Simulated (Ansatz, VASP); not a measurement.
# CaO (Lime) in two plane-wave programs, part 2 of 2

One calculation is typed for both programs; each brings its own data sets. How far apart do they land?  Valence electrons are named where the data sets of a main pair hold unlike numbers.

VASP 6.6.1 and Ansatz 0.2.0.

So far. Step 2 (VASP: band structure, HSE06): The k-mesh is coarse for exact exchange; levels may shift by about 0.1 eV on a finer one.

## (4) Comparison

Known differences besides the potentials themselves: exact exchange at q = 0 is treated differently, which shows on coarse meshes; VASP keeps PBE cores, Ansatz makes them for the functional; the cutoff is 420 eV in Ansatz and 520 eV in VASP; VASP takes a coarser grid for exact exchange (PRECFOCK = Fast). Total energies have different zeros and are not compared.

Compared:

| quantity | Ansatz | VASP | difference |
| --- | --- | --- | --- |
| gap over the path points (eV) | 5.336 | 5.319 | +0.017 |

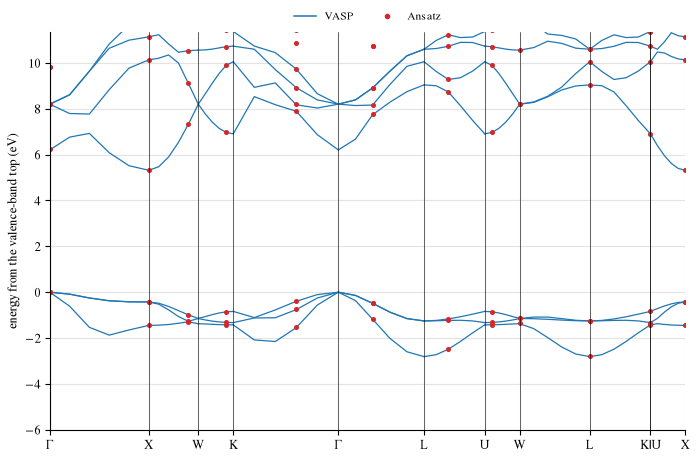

Bands from VASP (lines) and levels from Ansatz (dots). Dots without a line are higher empty bands that the VASP plot leaves out.

Levels at points of the path, from each program's valence-band top (eV; 3 filled, then empty):

| k (reciprocal lattice) | Ansatz | VASP |
| --- | --- | --- |
| 0.000 0.000 0.000 | 0.00 0.00 0.00 6.23 8.21 8.21 | 0.00 0.00 0.00 6.21 8.20 8.20 |
| 0.500 0.000 0.500 | -1.45 -0.42 -0.42 5.34 10.13 11.13 | -1.45 -0.42 -0.42 5.32 10.13 11.14 |
| 0.500 0.200 0.700 | -1.28 -1.27 -0.98 7.33 9.10 10.53 | -1.29 -1.27 -0.99 7.33 9.11 10.54 |
| 0.400 0.350 0.750 | -1.41 -1.32 -0.85 6.98 9.90 10.71 | -1.42 -1.32 -0.85 6.97 9.90 10.71 |
| 0.150 0.150 0.300 | -1.53 -0.75 -0.39 7.89 8.19 8.92 | -1.54 -0.76 -0.39 7.89 8.17 8.92 |
| 0.200 0.200 0.200 | -1.17 -0.48 -0.48 7.76 8.17 8.91 | -1.18 -0.48 -0.48 7.74 8.16 8.91 |
| 0.550 0.400 0.550 | -2.47 -1.22 -1.16 8.74 9.28 10.72 | -2.49 -1.23 -1.17 8.73 9.28 10.73 |
| 0.600 0.250 0.650 | -1.41 -1.32 -0.85 6.98 9.90 10.71 | -1.42 -1.32 -0.85 6.97 9.90 10.71 |
| 0.500 0.250 0.750 | -1.36 -1.14 -1.14 8.20 8.20 10.55 | -1.37 -1.15 -1.15 8.20 8.20 10.56 |
| 0.500 0.500 0.500 | -2.79 -1.24 -1.24 9.05 10.05 10.59 | -2.81 -1.25 -1.25 9.04 10.05 10.60 |

Among the levels compared at these points, filled levels agree within 19 meV and empty ones within 24 meV.

## (5) Ansatz: band structure, r2SCAN-EpsX with an exact-exchange share of 0.264

Levels along a path test the potential and the projectors away from the mesh points.

The input, input.yaml:

```yaml
crystal:
  lattice:
    - [0.0, 2.4065, 2.4065]
    - [2.4065, 0.0, 2.4065]
    - [2.4065, 2.4065, 0.0]
  atoms:
    - { symbol: Ca, position: [0.0, 0.0, 0.0] }
    - { symbol: O, position: [0.5, 0.5, 0.5] }
hamiltonian:
  xc: { exchange: r2scan, correlation: r2scan, exx: { coeff: 0.264 } }
  pseudopotentials: { kind: paw }
kpoints:
  mp_grid: { grid: [5, 5, 5] }
  band_path:
    path:
      - [0.0, 0.0, 0.0]
      - [0.5, 0.0, 0.5]
      - [0.5, 0.2, 0.7]
      - [0.4, 0.35, 0.75]
      - [0.15, 0.15, 0.3]
      - [0.2, 0.2, 0.2]
      - [0.55, 0.4, 0.55]
      - [0.6, 0.25, 0.65]
      - [0.5, 0.25, 0.75]
      - [0.5, 0.5, 0.5]
      - [0.375, 0.375, 0.75]
      - [0.5, 0.0, 0.5]
    npoints: 1
scf:
  occupations: { method: gaussian, width: 0.02 }
  n_extra_bands: 7
output:
  forces: true
  stress: true
  eigenvalues: true
```

Started as:

```
$ ansatz run input.yaml --threads 4 --pin off --max-ram 9216MiB --backend cpu --events-out ev --progress --plain --runs-dir out
```

Numbers of over 12 decimals in the logs are rounded to 6 here.

Output:

```text
[...]
Crystal: 2 atoms, lattice volume = 27.873 Å³
Basis set: ecut = 500 eV, 725 PW (Γ), exchange–correlation on 100×100×100 points (64 copies of the dense FFT grid, shifted against one another)
Bands: 15, of which v1, the nominal top of the filled ones, is band 8 counted from 1 (7 counted from 0)
Symmetry: 48 space group operations
[...]
k-points: 10 of 125
[...]
--- Band table (eV; the first three rows and the last of 10) ---
  k-point 0: bands = [... 4 lower, -11.8384, 5.8709, 5.8709, 5.8709, 13.3771, 15.3873, 15.3873, 15.3873, ... 3 higher]
  k-point 1: bands = [... 4 lower, -11.2121, 4.6998, 5.3885, 5.3885, 14.9230, 15.3352, 16.1112, 16.1112, ... 3 higher]
  k-point 2: bands = [... 4 lower, -10.4930, 3.2673, 4.7192, 4.7192, 15.9242, 17.0495, 17.5509, 17.5509, ... 3 higher]
  k-point 9: bands = [... 4 lower, -10.9959, 4.1354, 4.7512, 4.9014, 14.6094, 16.3871, 17.9229, 18.8003, ... 3 higher]
[key lines of the parts left out:]
Free energy (F): -2393.419857 eV
Fermi energy:    9.248744 eV
P = ⅓ Tr σ = -2.5353 GPa (-25.353 kbar)
```

Run time: 11 s. Hardware: 4 threads of Arm Neoverse V2, shared host; peak memory 0.64 GiB; 39 s of CPU time.

## (6) VASP: band structure, r2SCAN-EpsX with an exact-exchange share of 0.264

The same cell, functional, mesh and smearing now go to VASP, with its own data sets.

The run reads the wave functions of an earlier VASP run, which isn't shown here.

The input, INCAR:

```
SYSTEM = CaO
PREC = Accurate
ENCUT = 520
EDIFF = 1E-06
NELM = 100
ISMEAR = 0
SIGMA = 0.02
LREAL = .FALSE.
ALGO = Normal
LHFCALC = .TRUE.
AEXX = 0.264
METAGGA = R2SCAN
LASPH = .TRUE.
NBANDS = 14
PRECFOCK = Fast
HFRCUT = -1
LORBIT = 11
LWAVE = .FALSE.
LCHARG = .FALSE.
KPAR = 4
```

The input, POSCAR:

```
CaO
1.0
    0.0000000000      2.4065000000      2.4065000000
    2.4065000000      0.0000000000      2.4065000000
    2.4065000000      2.4065000000      0.0000000000
Ca O
1 1
Direct
    0.0000000000      0.0000000000      0.0000000000
    0.5000000000      0.5000000000      0.5000000000
```

The input, KPOINTS:

```
Automatic mesh
0
Gamma
5 5 5
0 0 0
```

The input, KPOINTS_OPT:

```
Line mode
6
Line-mode
Reciprocal
  0.00000000   0.00000000   0.00000000 GAMMA
  0.50000000   0.00000000   0.50000000 X

  0.50000000   0.00000000   0.50000000 X
  0.50000000   0.25000000   0.75000000 W

  0.50000000   0.25000000   0.75000000 W
  0.37500000   0.37500000   0.75000000 K

  0.37500000   0.37500000   0.75000000 K
  0.00000000   0.00000000   0.00000000 GAMMA

  0.00000000   0.00000000   0.00000000 GAMMA
  0.50000000   0.50000000   0.50000000 L

  0.50000000   0.50000000   0.50000000 L
  0.62500000   0.25000000   0.62500000 U

  0.62500000   0.25000000   0.62500000 U
  0.50000000   0.25000000   0.75000000 W

  0.50000000   0.25000000   0.75000000 W
  0.50000000   0.50000000   0.50000000 L

  0.50000000   0.50000000   0.50000000 L
  0.37500000   0.37500000   0.75000000 K

  0.62500000   0.25000000   0.62500000 U
  0.50000000   0.00000000   0.50000000 X
```

The projector-augmented-wave data sets are Ca_sv and O (PBE family, release 64).

Started as:

```
$ mpirun -np 4 vasp_std
```

Output:

```text
[banner, memory and clock lines left out]
running    4 mpi-ranks, on    1 nodes
[...]
|                                                                             |
|               ----> ADVICE to this user running VASP <----                  |
|                                                                             |
|     You enforced a specific xc type in the INCAR file but a different       |
|     [... a line on the potential file left out ...]
|     I HOPE YOU KNOW WHAT YOU ARE DOING!                                     |
|                                                                             |

 LDA part: xc-table for (None), standard interpolation
 found WAVECAR, reading the header
 POSCAR, INCAR and KPOINTS ok, starting setup
[...]
HFRCUT set to (new)   9.404513
 reading WAVECAR
 the WAVECAR file was read successfully
 initial charge from wavefunction
 entering main loop
       N       E                     dE             d eps       ncg     rms          rms(c)
[...]
DAV:   9    -0.205284897199E+02    0.12868E-05   -0.24459E-06   280   0.167E-02    0.107E-02
DAV:  10    -0.205284895160E+02    0.20391E-06   -0.87742E-07   146   0.979E-03
   1 F= -.20528490E+02 E0= -.20528490E+02  d E =-.982126E-23
 Start KPOINTS_OPT (optional k-point list driver)
k-point batch [1-10\60]
       N       E                     dE             ncg
DAV:   1    -0.778073695862E+03   -0.53969E+04      280
DAV:   2    -0.224676477745E+04   -0.14687E+04      322
DAV:   3    -0.233149514724E+04   -0.84730E+02      316
DAV:   4    -0.233452734715E+04   -0.30322E+01      438
DAV:   5    -0.233459027437E+04   -0.62927E-01      370
DAV:   6    -0.233459168920E+04   -0.14148E-02      444
DAV:   7    -0.233459174784E+04   -0.58633E-04      320
DAV:   8    -0.233459174862E+04   -0.78277E-06      258
[...]
k-point batch [51-60\60]
       N       E                     dE             ncg
DAV:   1    -0.812357568854E+03   -0.75563E+04      280
DAV:   2    -0.227488956535E+04   -0.14625E+04      304
DAV:   3    -0.235908704838E+04   -0.84197E+02      352
DAV:   4    -0.236195703298E+04   -0.28700E+01      468
DAV:   5    -0.236202793969E+04   -0.70907E-01      400
DAV:   6    -0.236202938778E+04   -0.14481E-02      464
DAV:   7    -0.236202945031E+04   -0.62536E-04      386
DAV:   8    -0.236202945127E+04   -0.96156E-06      346
```

Parts of OUTCAR (step 6):

```text
 POSITION                                       TOTAL-FORCE (eV/Angst)
 -----------------------------------------------------------------------------------
      0.00000      0.00000      0.00000         0.000000      0.000000      0.000000
      2.40650      2.40650      2.40650        -0.000000     -0.000000     -0.000000
 -----------------------------------------------------------------------------------
    total drift:                                0.000000     -0.000000     -0.000000

  FREE ENERGIE OF THE ION-ELECTRON SYSTEM (eV)
  ---------------------------------------------------
  free  energy   TOTEN  =       -20.5284895160 eV

  energy  without entropy=      -20.5284895160  energy(sigma->0) =      -20.52848952

[... 2 parts as in an earlier step ...]

[... 1 further part left out ...]
[key lines of the parts left out:]
E-fermi :   0.6940
```

The k-mesh is coarse for unscreened exact exchange, which converges slowly with it.

## (7) Differences

What differs besides the data sets and the points named for the pairs above, as far as they apply: the cutoff is 500 eV in Ansatz and 520 eV in VASP; in our runs with r2SCAN, forces from VASP's data set Ca_sv part from Ansatz's all-electron ones, so neither program is the reference here. Total energies have different zeros and are not compared.

Both answers:

| quantity | Ansatz | VASP | difference |
| --- | --- | --- | --- |
| gap over the path points (eV) | 6.553 | 6.541 | +0.012 |

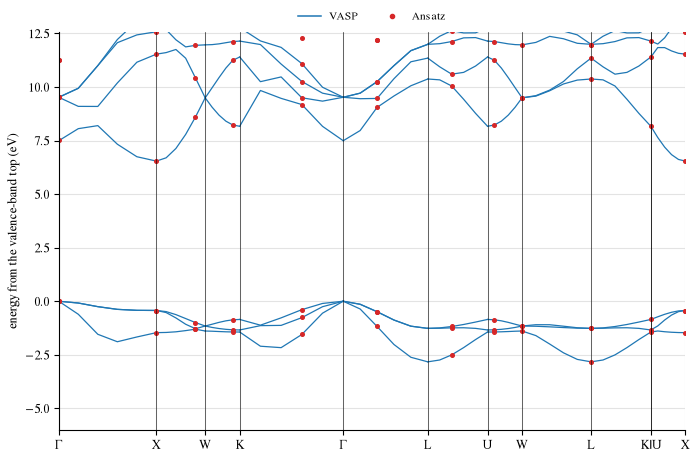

Bands from VASP (lines) and levels from Ansatz (dots). Dots without a line are higher empty bands that the VASP plot leaves out.

Levels at points of the path, from each program's valence-band top (eV; 3 filled, then empty):

| k (reciprocal lattice) | Ansatz | VASP |
| --- | --- | --- |
| 0.000 0.000 0.000 | 0.00 0.00 0.00 7.51 9.52 9.52 | 0.00 0.00 0.00 7.49 9.52 9.52 |
| 0.500 0.000 0.500 | -1.47 -0.43 -0.43 6.55 11.54 12.58 | -1.47 -0.43 -0.43 6.54 11.53 12.58 |
| 0.500 0.200 0.700 | -1.30 -1.29 -1.00 8.60 10.42 11.95 | -1.30 -1.28 -0.99 8.60 10.43 11.94 |
| 0.400 0.350 0.750 | -1.43 -1.34 -0.86 8.23 11.24 12.12 | -1.44 -1.33 -0.87 8.23 11.25 12.12 |
| 0.150 0.150 0.300 | -1.54 -0.76 -0.39 9.18 9.51 10.25 | -1.55 -0.77 -0.39 9.18 9.50 10.26 |
| 0.200 0.200 0.200 | -1.17 -0.48 -0.48 9.05 9.46 10.24 | -1.18 -0.49 -0.49 9.05 9.47 10.25 |
| 0.550 0.400 0.550 | -2.49 -1.24 -1.17 10.04 10.59 12.10 | -2.50 -1.24 -1.18 10.05 10.60 12.12 |
| 0.600 0.250 0.650 | -1.43 -1.34 -0.86 8.23 11.24 12.12 | -1.44 -1.33 -0.87 8.23 11.25 12.12 |
| 0.500 0.250 0.750 | -1.38 -1.16 -1.16 9.49 9.49 11.97 | -1.39 -1.16 -1.16 9.49 9.49 11.97 |
| 0.500 0.500 0.500 | -2.82 -1.25 -1.25 10.37 11.35 11.97 | -2.83 -1.27 -1.27 10.37 11.35 11.99 |

Among the levels compared at these points, filled levels agree within 12 meV and empty ones within 18 meV.

## (8) Summary of results

```yaml
largest_difference_of_a_filled_level_at_the_path_points_band_structure_hse06: 19 meV
largest_difference_of_a_filled_level_at_the_path_points_band_structure_r2scan_epsx_with_an_exact_exchange_share_of_0p264: 12 meV
```

The largest difference of a filled level at the path points is 19 meV (band structure, HSE06), within the 80 meV picked in this series as the mark of a large difference. Such differences can come from data sets, numerical settings and the points named under the comparisons, not from the functional's error against experiment.

[Lines on the potential files, build, host, timing and source positions are cut from VASP's logs without a mark.]

[Logs are printed without paths, hosts, clocks, repeated set-up lines and the standing remarks that a program may print on its own settings, such as how far it seeks lower states.]

[Hosts, paths, dates, database ids (printed as entryN), source tags and the programs' standing remarks are cut or masked in the printed files.]
